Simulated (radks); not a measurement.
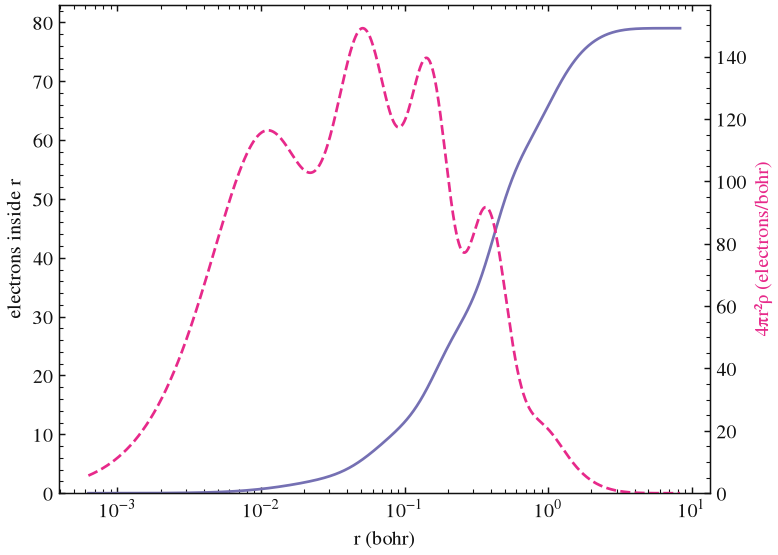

Z = 79.9 with 79 electrons in the configuration [Xe] 4f14 5d10 6s1. Level of theory: Dirac Kohn-Sham, PBE, spin-unpolarised, spherical densities, point nucleus. Computed with the in-house radial solver radks.

```
Z 79.9
configuration [Xe] 4f14 5d10 6s1
relativity Dirac
functional pbe,pbe
spin unpolarised
j_filling energy
nucleus point
c 137.035999084
```

The plot shows the number of electrons inside radius r (solid) and the radial density 4πr²ρ (dashed).

> What does the plot show?

The count levels off at 79 electrons. Half of them lie within 0.372 bohr, 90 % within 1.31 bohr and 99 % within 2.75 bohr. The radial density has minima at 0.0221, 0.0911 and 0.262 bohr, where the count stands at 2.0, 11.0 and 30.1; these part the shells that the density resolves.
